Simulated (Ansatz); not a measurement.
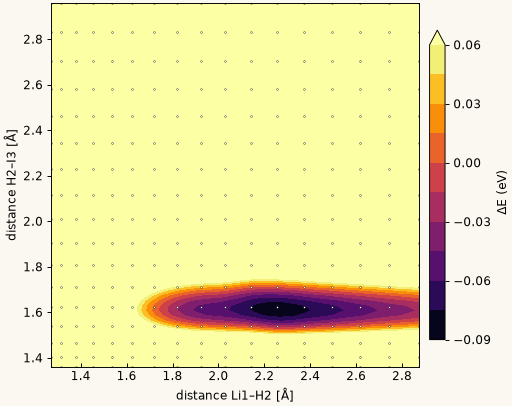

The system Li⁺ + HI. First axis: distance Li1–H2. Second axis: distance H2–I3. Nothing is relaxed (the angle Li1–H2–I3 is fixed at 140 degrees). The grid has 17 × 17 points. Points are written as (first, second). Energies are in eV, from Li with charge +1 far from the relaxed HI (each part in its own basis). The reference is spin-restricted, so regions where a bond is pulled apart into radicals lie too high. The calculation used RKS PBE0-D4/def2-TZVPD in Ansatz 0.2.0.

Drawn: filled contours, dots at the grid points, one colour for all values above the top of the scale. Between grid points the surface is interpolated.

Q: Where is the minimum, and how stiff is the well along each coordinate?

A: The interpolated minimum is at distance Li1–H2 ≈ 2.258 Å, distance H2–I3 ≈ 1.612 Å. The curvatures there are about 2 eV/Å² and 20 eV/Å², with a cross term of about 0.69 eV/Å². Round the minimum the two coordinates are weakly coupled (coupling 0.11 in units of the two stiffnesses).
